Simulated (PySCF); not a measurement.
The calculation's input:

```
{"job": {"kind": "uv", "xc": "PBE0", "basis": "def2-SVPD", "nstates": 6, "ntriplets": 2}, "charge": 0, "multiplicity": 1}
C     -1.627121    -0.276538     0.682479
B     -0.750278     0.151479    -0.558984
C     -1.141303    -0.319862    -2.016285
P      0.721163     1.277490    -0.299820
Si     2.048518     0.023066     0.987233
O      1.748102     0.369564     2.544616
H     -1.534232    -1.351018     0.846046
H     -2.686956    -0.090619     0.510354
H     -1.349678     0.214964     1.613571
H     -1.199804     0.526446    -2.701741
H     -2.088156    -0.853874    -2.065400
H     -0.374084    -0.979242    -2.425476
H      1.383105     1.088081    -1.497409
H      3.416485     0.389948     0.611600
H      1.850651    -1.422847     0.975824
H      1.575988     1.261906     2.835324
```

Command:

```sh
OMP_NUM_THREADS=1 python probes_run.py task.json out
```

Geometry: GFN2-xTB.

These are results of PBE0/def2-SVPD, SCF density, gas phase in PySCF 2.14.0, not measurements.

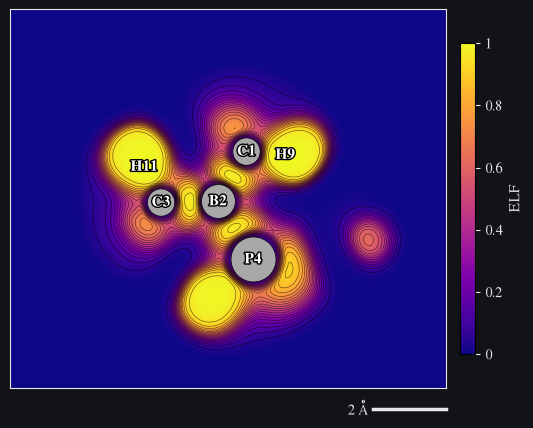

C₂H₁₀BOPSi. Electron localisation function on the plane of atoms C1, B2 and C3. Grey discs cover the atomic cores.

Q: What does the map show?

A:
- The plane passes through C, B, P and H nuclei.
- C–B (1.58 Å): the ELF peaks at about 1 between the atoms; localised, covalent bonding.
- B–P (1.87 Å): the ELF peaks at about 0.95 between the atoms (a shared electron pair).
- C–H (1.09 Å): the ELF climbs to about 1 towards the hydrogen, as it does in any bond to H; an ordinary covalent bond to hydrogen.
